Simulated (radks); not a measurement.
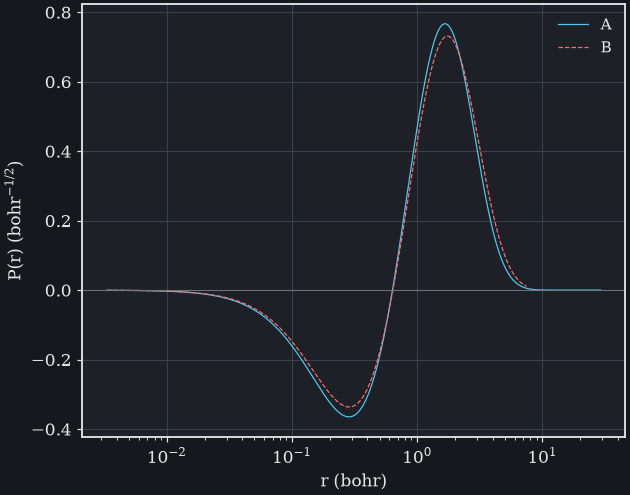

P⁺ (Z = 15, 14 electrons) was computed in two configurations: [Ne] 3s2 3p1 4f1 (high spin); [Ne] 3s2 3p2 (high spin). Method: non-relativistic Kohn-Sham, LDA (Slater exchange, Perdew-Wang correlation), spin-polarised, spherical densities, point nucleus; computed with the in-house radial solver radks.

The plot shows P(r) = r R(r) of the 3p up orbital in both runs.

Assign A and B.

Answer. A is [Ne] 3s2 3p1 4f1 (high spin) (⟨r⟩ = 1.97 bohr, eigenvalue −21.3 eV); B is [Ne] 3s2 3p2 (high spin) (⟨r⟩ = 2.11 bohr, eigenvalue −15.0 eV). The orbital is smaller where the other electrons screen the nucleus less.
